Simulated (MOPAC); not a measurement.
## Geometry relaxation, with input and output: S8 (part 2 of 2)

The same run, continued: S8, SMILES S1SSSSSSS1; PM6-D3H4, closed shell, dispersion D3H4 (MOPAC 23.2.5). The atoms were displaced at random from an optimised geometry.

Geometry of the input (Å):
```
S  -0.2194  -1.4677  1.8838
S  1.2903  -1.9637  0.5783
S  2.3760  -0.2663  0.1779
S  1.7516  0.5468  -1.5723
S  0.4354  2.0857  -1.1289
S  -1.4921  1.3737  -1.3096
S  -2.1900  0.8637  0.5532
S  -1.9489  -1.1543  0.8263
```

Trajectory as extended XYZ, continued
```
8
Properties=species:S:1:pos:R:3:forces:R:3 step=3 energy=0.52554
S    -0.2280   -1.5120    1.8941   -0.0006  -0.1737  -0.3253
S     1.3038   -1.9586    0.5994   -0.1614   0.0573   0.3223
S     2.3874   -0.2962    0.1638    0.1123  -0.0873  -0.0634
S     1.7586    0.5880   -1.5543    0.1041   0.0967  -0.0171
S     0.4274    2.0818   -1.1863    0.0632   0.0528  -0.1049
S    -1.4857    1.4150   -1.2896   -0.1200   0.0926  -0.0346
S    -2.2038    0.8460    0.5224   -0.1266  -0.0658   0.0003
S    -1.9568   -1.1461    0.8594    0.1289   0.0274   0.2226
8
Properties=species:S:1:pos:R:3:forces:R:3 step=4 energy=0.51087
S    -0.2304   -1.5278    1.8811   -0.0545  -0.0940   0.0202
S     1.3044   -1.9615    0.6220    0.1239   0.0716   0.0268
S     2.3932   -0.3006    0.1557    0.0398  -0.1319  -0.0201
S     1.7655    0.5931   -1.5566   -0.0022   0.1496   0.0183
S     0.4270    2.0931   -1.1945    0.0900  -0.0809  -0.0979
S    -1.4895    1.4250   -1.2931   -0.0709   0.0536   0.0254
S    -2.2094    0.8448    0.5178   -0.0745  -0.0973  -0.0143
S    -1.9577   -1.1481    0.8764   -0.0515   0.1294   0.0416
8
Properties=species:S:1:pos:R:3:forces:R:3 step=5 energy=0.50304
S    -0.2350   -1.5490    1.8839   -0.0500  -0.0190   0.0660
S     1.3108   -1.9604    0.6355    0.0880  -0.0163  -0.0385
S     2.3996   -0.3131    0.1480    0.0402   0.0011  -0.0234
S     1.7715    0.6088   -1.5528    0.0595  -0.0067   0.0001
S     0.4282    2.0979   -1.2151    0.0127  -0.0004  -0.0017
S    -1.4936    1.4392   -1.2905   -0.0519   0.0087  -0.0295
S    -2.2169    0.8371    0.5095   -0.0536   0.0359   0.0328
S    -1.9617   -1.1426    0.8904   -0.0448  -0.0032  -0.0058
8
Properties=species:S:1:pos:R:3:forces:R:3 step=6 energy=0.50212
S    -0.2375   -1.5563    1.8887   -0.0112  -0.0010   0.0032
S     1.3140   -1.9614    0.6381    0.0350   0.0012  -0.0132
S     2.4026   -0.3155    0.1434    0.0302  -0.0156   0.0290
S     1.7753    0.6122   -1.5512    0.0265   0.0075  -0.0362
S     0.4285    2.1006   -1.2197   -0.0097  -0.0203   0.0113
S    -1.4961    1.4434   -1.2929   -0.0274  -0.0103   0.0076
S    -2.2205    0.8377    0.5081   -0.0200   0.0144   0.0127
S    -1.9634   -1.1428    0.8943   -0.0232   0.0241  -0.0145
8
Properties=species:S:1:pos:R:3:forces:R:3 step=7 energy=0.50198
S    -0.2385   -1.5587    1.8897   -0.0044   0.0036  -0.0248
S     1.3158   -1.9614    0.6387    0.0045   0.0022   0.0021
S     2.4043   -0.3168    0.1457    0.0045   0.0368  -0.0515
S     1.7772    0.6137   -1.5552    0.0340  -0.0239   0.0514
S     0.4282    2.1004   -1.2202   -0.0115  -0.0411   0.0082
S    -1.4976    1.4441   -1.2928   -0.0083  -0.0081   0.0125
S    -2.2221    0.8384    0.5086   -0.0119   0.0134   0.0090
S    -1.9644   -1.1419    0.8944   -0.0069   0.0171  -0.0069
8
Properties=species:S:1:pos:R:3:forces:R:3 step=8 energy=0.50165
S    -0.2388   -1.5582    1.8886   -0.0069   0.0041  -0.0298
S     1.3165   -1.9611    0.6387    0.0041   0.0071   0.0023
S     2.4049   -0.3158    0.1444    0.0151   0.0087  -0.0099
S     1.7782    0.6130   -1.5539    0.0222  -0.0086   0.0125
S     0.4279    2.0982   -1.2194   -0.0169  -0.0304   0.0067
S    -1.4983    1.4430   -1.2923   -0.0057  -0.0045   0.0105
S    -2.2227    0.8393    0.5099   -0.0133   0.0237   0.0042
S    -1.9648   -1.1406    0.8929    0.0013  -0.0001   0.0035
8
Properties=species:S:1:pos:R:3:forces:R:3 step=9 energy=0.50117
S    -0.2400   -1.5572    1.8841    0.0058   0.0012  -0.0216
S     1.3191   -1.9596    0.6385   -0.0050   0.0018   0.0034
S     2.4071   -0.3142    0.1438    0.0327  -0.0125   0.0306
S     1.7813    0.6119   -1.5529    0.0074   0.0031  -0.0260
S     0.4266    2.0920   -1.2175   -0.0181  -0.0057   0.0016
S    -1.5002    1.4406   -1.2911   -0.0046  -0.0006   0.0072
S    -2.2249    0.8430    0.5133   -0.0116   0.0113   0.0010
S    -1.9660   -1.1385    0.8907   -0.0067   0.0013   0.0040
8
Properties=species:S:1:pos:R:3:forces:R:3 step=10 energy=0.50089
S    -0.2411   -1.5573    1.8791    0.0066   0.0031  -0.0114
S     1.3219   -1.9586    0.6389   -0.0058   0.0038  -0.0040
S     2.4105   -0.3129    0.1447    0.0300  -0.0168   0.0324
S     1.7850    0.6111   -1.5536   -0.0064   0.0046  -0.0206
S     0.4249    2.0861   -1.2165   -0.0088   0.0036  -0.0039
S    -1.5027    1.4386   -1.2893   -0.0006   0.0027   0.0021
S    -2.2278    0.8466    0.5168   -0.0082   0.0079  -0.0023
S    -1.9677   -1.1358    0.8888   -0.0068  -0.0089   0.0077
8
Properties=species:S:1:pos:R:3:forces:R:3 step=11 energy=0.50077
S    -0.2416   -1.5572    1.8759    0.0112   0.0021  -0.0010
S     1.3233   -1.9579    0.6382   -0.0090  -0.0007  -0.0051
S     2.4129   -0.3126    0.1464    0.0239  -0.0041   0.0136
S     1.7868    0.6106   -1.5538   -0.0071  -0.0011  -0.0034
S     0.4239    2.0831   -1.2169   -0.0002   0.0065  -0.0044
S    -1.5039    1.4379   -1.2884   -0.0014   0.0018  -0.0006
S    -2.2295    0.8487    0.5186   -0.0047  -0.0035  -0.0014
S    -1.9689   -1.1347    0.8888   -0.0127  -0.0009   0.0022
8
Properties=species:S:1:pos:R:3:forces:R:3 step=12 energy=0.50072
S    -0.2414   -1.5573    1.8745    0.0077   0.0025   0.0025
S     1.3235   -1.9577    0.6373   -0.0069   0.0001  -0.0058
S     2.4146   -0.3125    0.1479    0.0142   0.0022  -0.0013
S     1.7874    0.6103   -1.5535   -0.0050  -0.0039   0.0088
S     0.4235    2.0823   -1.2178    0.0038   0.0034  -0.0022
S    -1.5045    1.4378   -1.2879   -0.0011   0.0005  -0.0018
S    -2.2304    0.8492    0.5191   -0.0028  -0.0041  -0.0013
S    -1.9698   -1.1343    0.8893   -0.0099  -0.0007   0.0012
8
Properties=species:S:1:pos:R:3:forces:R:3 step=13 energy=0.50068
S    -0.2409   -1.5570    1.8736    0.0045   0.0018   0.0030
S     1.3233   -1.9576    0.6358   -0.0054   0.0001  -0.0031
S     2.4161   -0.3125    0.1492    0.0067   0.0049  -0.0089
S     1.7874    0.6098   -1.5524   -0.0019  -0.0029   0.0109
S     0.4234    2.0823   -1.2189    0.0041  -0.0004   0.0010
S    -1.5048    1.4378   -1.2878   -0.0004  -0.0010  -0.0020
S    -2.2309    0.8492    0.5192   -0.0016  -0.0043  -0.0006
S    -1.9706   -1.1343    0.8902   -0.0061   0.0017  -0.0002
8
Properties=species:S:1:pos:R:3:forces:R:3 step=14 energy=0.50066
S    -0.2405   -1.5566    1.8733    0.0007   0.0017   0.0018
S     1.3229   -1.9574    0.6346   -0.0028   0.0014  -0.0010
S     2.4172   -0.3124    0.1497    0.0021   0.0012  -0.0073
S     1.7872    0.6095   -1.5514    0.0005  -0.0002   0.0053
S     0.4234    2.0823   -1.2193    0.0016  -0.0013   0.0031
S    -1.5050    1.4377   -1.2880    0.0006  -0.0018  -0.0012
S    -2.2312    0.8491    0.5190   -0.0015  -0.0021  -0.0009
S    -1.9711   -1.1342    0.8910   -0.0013   0.0011   0.0003
8
Properties=species:S:1:pos:R:3:forces:R:3 step=15 energy=0.50066
S    -0.2403   -1.5563    1.8733   -0.0001   0.0017   0.0005
S     1.3226   -1.9573    0.6341   -0.0022   0.0012   0.0002
S     2.4176   -0.3125    0.1495    0.0019  -0.0020  -0.0029
S     1.7871    0.6094   -1.5509    0.0009   0.0021  -0.0004
S     0.4235    2.0823   -1.2190   -0.0003  -0.0009   0.0032
S    -1.5049    1.4376   -1.2882    0.0015  -0.0018  -0.0006
S    -2.2313    0.8489    0.5187   -0.0022  -0.0008  -0.0008
S    -1.9713   -1.1342    0.8914    0.0005   0.0004   0.0008
8
Properties=species:S:1:pos:R:3:forces:R:3 step=16 energy=0.50065
S    -0.2401   -1.5559    1.8735   -0.0006   0.0021  -0.0005
S     1.3222   -1.9571    0.6337   -0.0014   0.0007   0.0009
S     2.4180   -0.3128    0.1491    0.0017  -0.0049   0.0014
S     1.7870    0.6095   -1.5506    0.0013   0.0038  -0.0050
S     0.4235    2.0822   -1.2182   -0.0018   0.0003   0.0023
S    -1.5049    1.4374   -1.2886    0.0023  -0.0017   0.0003
S    -2.2314    0.8487    0.5182   -0.0033   0.0002  -0.0004
S    -1.9715   -1.1342    0.8918    0.0017  -0.0005   0.0010
8
Properties=species:S:1:pos:R:3:forces:R:3 step=17 energy=0.50064
S    -0.2400   -1.5554    1.8737   -0.0004   0.0026  -0.0011
S     1.3219   -1.9569    0.6334   -0.0007  -0.0003   0.0010
S     2.4186   -0.3132    0.1484    0.0012  -0.0060   0.0041
S     1.7870    0.6098   -1.5506    0.0016   0.0042  -0.0069
S     0.4235    2.0821   -1.2170   -0.0023   0.0015   0.0007
S    -1.5047    1.4369   -1.2890    0.0028  -0.0015   0.0011
S    -2.2318    0.8485    0.5176   -0.0044   0.0008   0.0003
S    -1.9717   -1.1341    0.8923    0.0022  -0.0013   0.0008
8
Properties=species:S:1:pos:R:3:forces:R:3 step=18 energy=0.50063
S    -0.2398   -1.5541    1.8740    0.0007   0.0033  -0.0008
S     1.3213   -1.9564    0.6331    0.0002  -0.0021   0.0002
S     2.4198   -0.3144    0.1470   -0.0009  -0.0045   0.0038
S     1.7874    0.6106   -1.5508    0.0024   0.0026  -0.0046
S     0.4234    2.0819   -1.2146   -0.0011   0.0028  -0.0021
S    -1.5044    1.4360   -1.2897    0.0025  -0.0009   0.0020
S    -2.2328    0.8482    0.5166   -0.0055   0.0005   0.0015
S    -1.9720   -1.1339    0.8931    0.0017  -0.0017   0.0000
8
Properties=species:S:1:pos:R:3:forces:R:3 step=19 energy=0.50063
S    -0.2398   -1.5537    1.8741    0.0013   0.0031  -0.0004
S     1.3212   -1.9564    0.6331    0.0000  -0.0024  -0.0003
S     2.4201   -0.3148    0.1466   -0.0017  -0.0020   0.0013
S     1.7876    0.6109   -1.5509    0.0025   0.0012  -0.0014
S     0.4234    2.0819   -1.2141    0.0001   0.0020  -0.0022
S    -1.5043    1.4357   -1.2897    0.0018  -0.0005   0.0017
S    -2.2332    0.8481    0.5165   -0.0050   0.0001   0.0014
S    -1.9720   -1.1339    0.8932    0.0009  -0.0014  -0.0002
8
Properties=species:S:1:pos:R:3:forces:R:3 step=20 energy=0.50062
S    -0.2396   -1.5518    1.8742    0.0027   0.0008   0.0014
S     1.3206   -1.9567    0.6330    0.0000  -0.0014  -0.0017
S     2.4209   -0.3164    0.1456   -0.0044   0.0048  -0.0057
S     1.7884    0.6121   -1.5512    0.0027  -0.0033   0.0068
S     0.4233    2.0822   -1.2131    0.0035  -0.0010  -0.0010
S    -1.5037    1.4347   -1.2894   -0.0011   0.0009   0.0003
S    -2.2349    0.8478    0.5161   -0.0022  -0.0017   0.0005
S    -1.9722   -1.1341    0.8935   -0.0013   0.0009  -0.0006
8
Properties=species:S:1:pos:R:3:forces:R:3 step=21 energy=0.50062
S    -0.2396   -1.5521    1.8742    0.0021   0.0008   0.0007
S     1.3208   -1.9567    0.6330   -0.0004  -0.0010  -0.0010
S     2.4206   -0.3160    0.1459   -0.0029   0.0026  -0.0031
S     1.7883    0.6118   -1.5510    0.0020  -0.0015   0.0034
S     0.4234    2.0822   -1.2136    0.0022  -0.0008  -0.0004
S    -1.5038    1.4349   -1.2893   -0.0004   0.0007   0.0001
S    -2.2346    0.8478    0.5163   -0.0022  -0.0010   0.0002
S    -1.9722   -1.1341    0.8933   -0.0005   0.0002   0.0000
8
Properties=species:S:1:pos:R:3:forces:R:3 step=22 energy=0.50062
S    -0.2393   -1.5516    1.8743    0.0012   0.0000  -0.0005
S     1.3206   -1.9569    0.6327   -0.0007  -0.0001   0.0001
S     2.4204   -0.3160    0.1458   -0.0005  -0.0005   0.0017
S     1.7884    0.6118   -1.5507    0.0007   0.0007  -0.0021
S     0.4236    2.0824   -1.2137    0.0001  -0.0008   0.0005
S    -1.5037    1.4349   -1.2891    0.0000   0.0009  -0.0001
S    -2.2349    0.8476    0.5162   -0.0014   0.0000  -0.0004
S    -1.9721   -1.1342    0.8934    0.0006  -0.0002   0.0008
8
Properties=species:S:1:pos:R:3:forces:R:3 step=23 energy=0.50061
S    -0.2392   -1.5514    1.8743    0.0010  -0.0002  -0.0003
S     1.3205   -1.9569    0.6326   -0.0004   0.0001   0.0000
S     2.4205   -0.3162    0.1457   -0.0007  -0.0004   0.0013
S     1.7886    0.6119   -1.5507    0.0007   0.0003  -0.0016
S     0.4236    2.0823   -1.2135    0.0001  -0.0006   0.0005
S    -1.5036    1.4349   -1.2891   -0.0001   0.0008  -0.0001
S    -2.2352    0.8475    0.5161   -0.0010   0.0000  -0.0005
S    -1.9722   -1.1342    0.8935    0.0005   0.0000   0.0007
8
Properties=species:S:1:pos:R:3:forces:R:3 step=24 energy=0.50061
S    -0.2389   -1.5506    1.8744    0.0001  -0.0005   0.0002
S     1.3202   -1.9570    0.6322    0.0001   0.0003  -0.0001
S     2.4207   -0.3166    0.1454   -0.0003   0.0002   0.0000
S     1.7891    0.6122   -1.5509   -0.0002  -0.0002   0.0002
S     0.4237    2.0821   -1.2127    0.0002  -0.0002  -0.0001
S    -1.5035    1.4347   -1.2892   -0.0001   0.0001  -0.0001
S    -2.2361    0.8472    0.5155    0.0001   0.0000   0.0001
S    -1.9723   -1.1342    0.8941    0.0002   0.0003  -0.0002
```

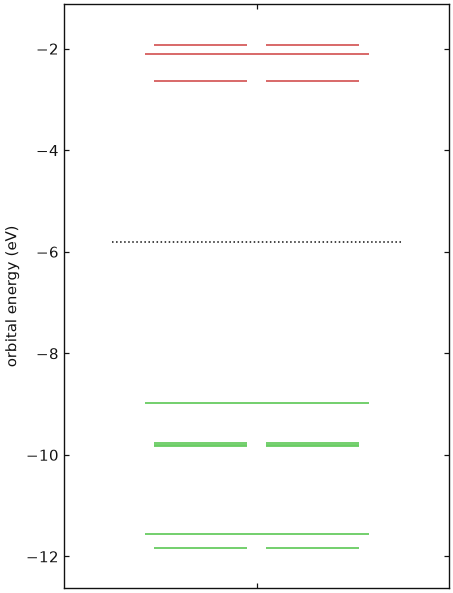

*Orbital energies near the frontier; the dotted line parts filled from empty levels, and levels within 0.02 eV of each other stand side by side.*

Highest filled −8.98 eV, lowest empty −2.63 eV, 6.35 eV apart.

Key numbers

```tsv
quantity	value
outcome	converged
total energy	−51.316974 hartree
dispersion energy	−0.002666 hartree
heat of formation	11.54 kcal/mol
basis functions	72
largest force	0.001 eV/Å
HOMO	−8.97 eV
LUMO	−2.63 eV
dipole moment	0.00 D
hardware	1 thread of Arm Neoverse V1, 24 GiB of memory available, shared host
wall time	0.61 s
peak memory	0.092 GiB
```

Notes

MOPAC's energies along a path are heats of formation.
